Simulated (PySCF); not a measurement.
H9PSi3 (SMILES [SiH3]P([SiH3])[SiH3])

```xyz
13

Si   -0.6478    1.6333   -0.6385
P     0.2840   -0.3491   -1.1328
Si    1.8432   -0.2835    0.4819
Si   -1.1916   -1.5938    0.0141
H     0.2811    2.7089   -1.0725
H    -0.9264    1.7927    0.8148
H    -1.9241    1.7516   -1.3904
H     2.8672    0.7245    0.1030
H     2.4806   -1.6228    0.5728
H     1.2805    0.0753    1.8120
H    -0.6727   -2.9843    0.0888
H    -2.4819   -1.5881   -0.7230
H    -1.4221   -1.0886    1.3948
```

Geometry: PBE0-D3(BJ)/def2-TZVP.

Theory: PBE0/pcSseg-2, SCF density, gas phase, non-relativistic (PySCF).

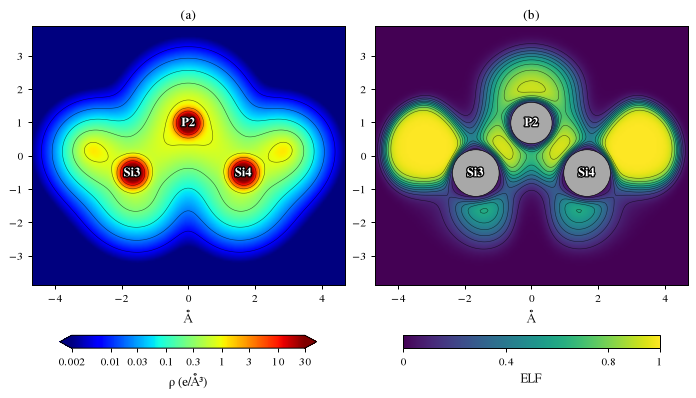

Figure 1. (a) electron density; (b) ELF on the plane of atoms Si3, P2 and Si4. Grey discs cover the atomic cores in the ELF map.

Question: Interpret the plot.

Answer: The section cuts through P and Si sites.
Si–P (2.25 Å): ρ at the midpoint is about 0.71 e/Å³; the ELF peaks at about 0.95 between the atoms, as expected for localised, covalent bonding.
The ELF also peaks beside P2, away from the bonds: lone-pair regions.

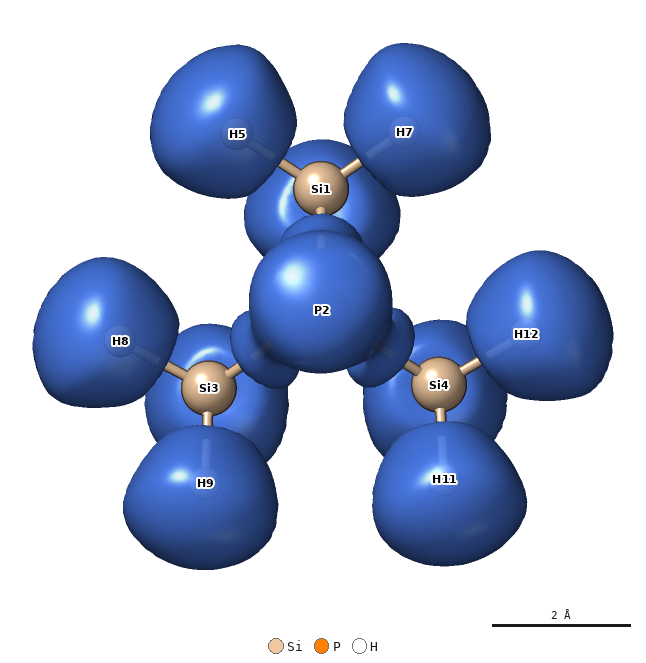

Figure 2. Isosurface of the ELF at 0.8 (blue), seen across its widest extent. Core shells and regions of very low density are left out.

Question: Where are the electrons localised?

Answer: At this value the surface marks out nine regions around hydrogen nuclei and one region on P in which the atom's valence shell and bonds are merged. Profiles from the grid: Si–H (1.49 Å): the ELF climbs to about 1 towards the hydrogen, as it does in any bond to H.

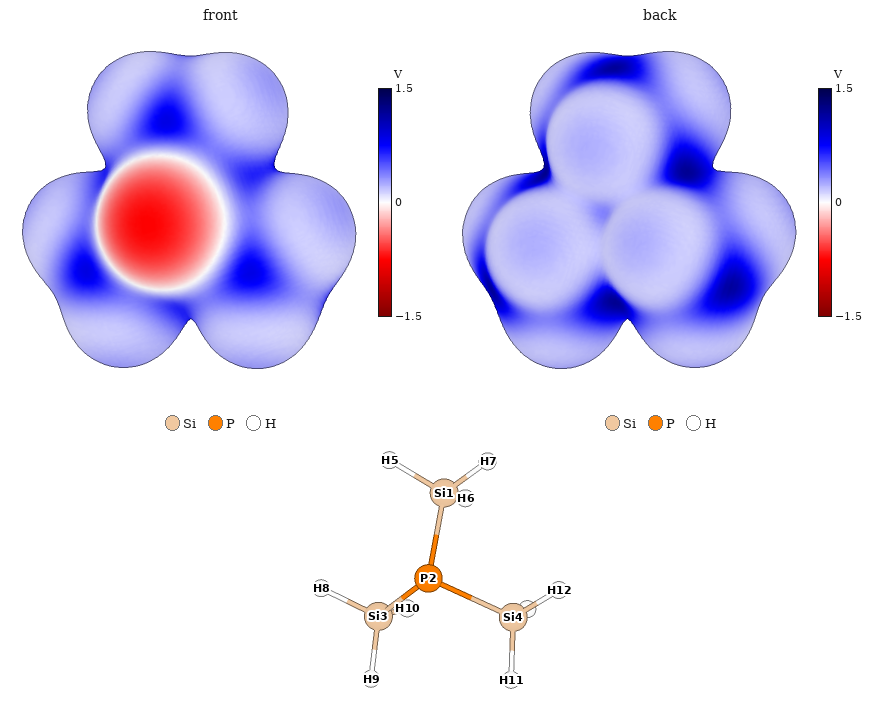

Figure 3. The electrostatic potential painted on the density surface at 0.002 e/bohr³, seen from the front and from behind; red is negative and blue positive. The bare structure is drawn below in the same view.

Question: Describe the electrostatic potential map.

Answer: The most negative region (about −0.7 V) lies over P2, the most positive (about +1.1 V) over Si1, Si3 and Si4.

Question: What dipole moment does the calculation give?

Answer: Its dipole moment is 0.61 D.
